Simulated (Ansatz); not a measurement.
# AlClF2 (SMILES [F][Al]([F])[Cl]) at CCSD(T)/STO-3G

Aim: the vertical singlet–triplet gap of AlClF2 at CCSD(T)/STO-3G, from 2 runs. 

The calculation is run with Ansatz 0.2.0.

53 further runs of the same task are left out: 4 that didn't finish, 49 set aside as unsound or not needed.

### 1 The system as given

AlClF2 has 4 atoms, charge 0, and is taken as a singlet. SMILES: `[F][Al]([F])[Cl]`. The shape is that of a PBE0-D4/def2-TZVP optimisation.

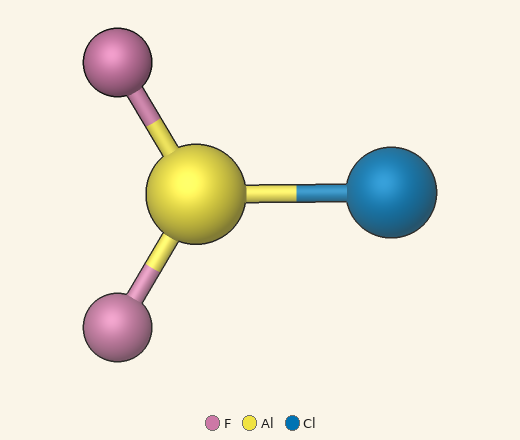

The structure, seen from a chosen angle (fluorine pink, aluminium yellow, chlorine blue).

### 2 A single-point energy at CCSD(T)/STO-3G

run.yaml

```yaml
crystal:
  periodic: [false, false, false]
  atoms:
    - {symbol: F, position_ang: [0.997200, 0.721760, 1.149640]}
    - {symbol: Al, position_ang: [0.069280, -0.050750, 0.053570]}
    - {symbol: F, position_ang: [0.273490, -1.653820, -0.164660]}
    - {symbol: Cl, position_ang: [-1.339980, 0.982810, -1.038560]}
basis:
  gaussian: {orbitals: STO-3G}
correlation: {method: ccsd_t, frozen_orbitals: {Al: 5, Cl: 5, F: 1}}
accuracy: high
scf: {omitted_lower_state_checks: [cluster_reference, increment]}
```

Launch:

```bash
ansatz run run.yaml --threads 1 --pin off --max-ram 3480MiB --events-out events.jsonl --progress --plain --runs-dir runs
```

The program printed, cut to the lines that bear on the results:

```text
Warning: RAYON_NUM_THREADS=1 ignored (pool sized by the plan → 1); use --threads N
Functional definition: HF
  name "HF"
[...]
524 factors; integrals over basis functions are off by at most 2.8e-8 eV
[...]
mean field -24214.02257462 eV, -889.8489167632 hartree, gradient 9.9e-9 eV, S^2 0.000000; 0 other end points of the search recorded, 0 dependent functions left out
12 core orbitals not correlated: weight in the atoms' cores, before any rotation towards them, 1.000 or more for the frozen orbitals, at most 0.000 for the correlated occupied ones
reference -24214.02257462 eV, -889.8489167632 hartree; 12, 12 occupied and 4, 4 virtual orbitals, 524 factors
second order -1.63976743 eV of doubles, -0.00000000 eV of singles
cycle   1  -1.72041626 eV  change   -8.1e-2 eV  update   8.3e-2
[...]
cycle  18  -1.92251836 eV  change   -1.5e-9 eV  update   3.0e-9
perturbative correction -0.16622796 eV, -0.0061087648 hartree
Total energy: -24216.11132094 eV, -889.9256767746 hartree
Checks for a lower state left out: cluster_reference, increment
```

Run time: 0.24 s. Hardware: 1 thread of Arm Neoverse V2, shared host.

### 3 The triplet at the same level

molecule.yaml

```yaml
crystal:
  periodic: [false, false, false]
  atoms:
    - symbol: F
      position_ang: [0.997200, 0.721760, 1.149640]
    - symbol: Al
      position_ang: [0.069280, -0.050750, 0.053570]
    - symbol: F
      position_ang: [0.273490, -1.653820, -0.164660]
    - symbol: Cl
      position_ang: [-1.339980, 0.982810, -1.038560]
basis:
  gaussian: {orbitals: STO-3G}
correlation: {method: ccsd_t, frozen_orbitals: {Al: 5, Cl: 5, F: 1}}
scf: {omitted_lower_state_checks: [cluster_reference, increment]}
magnetization: {spin_polarized: true, initial_magnetization: 2}
total_charge: 0
accuracy: high
```

Launch:

```bash
ansatz run molecule.yaml --threads 1 --pin off --max-ram 3480MiB --events-out events.jsonl --progress --plain --runs-dir runs
```

The program printed:

```text
Warning: RAYON_NUM_THREADS=1 ignored (pool sized by the plan → 1); use --threads N
[... 16 lines left out ...]
12 core orbitals not correlated: weight in the atoms' cores, before any rotation towards them, 1.000 or more for the frozen orbitals, at most 0.000 for the correlated occupied ones
[... 66 lines left out ...]
Total energy: -24207.42577813 eV, -889.6064889638 hartree
Checks for a lower state left out: cluster_reference, increment
```

It took 1.9 s on 1 thread of Arm Neoverse V2, shared host.

### 4 Summary of results

Level: CCSD(T)/STO-3G, 12 core orbitals frozen.

| quantity | value |
| --- | --- |
| singlet: total energy | -889.92568 Eh |
| singlet: correlation energy (12 core orbitals frozen) | -76.8 mEh |
| singlet: (T) correction | -6.11 mEh |
| singlet: T1 diagnostic | 0.014 |
| triplet: total energy | -889.60649 Eh |
| triplet: correlation energy (12 core orbitals frozen) | -57.7 mEh |
| triplet: (T) correction | -5.92 mEh |
| triplet: ⟨S²⟩ of the reference determinant | 2.010 |
| triplet: T1 diagnostic | 0.031 |
| vertical energy of the triplet above the singlet | 8.686 eV |

What this shows: At this shape the triplet lies 8.69 eV (838 kJ/mol) above the singlet. In a minimal basis such a difference can be off by several eV, whatever the method. The triples (singlet) make up 8.0 % of the correlation energy. The triples (triplet) make up 10.3 % of the correlation energy.
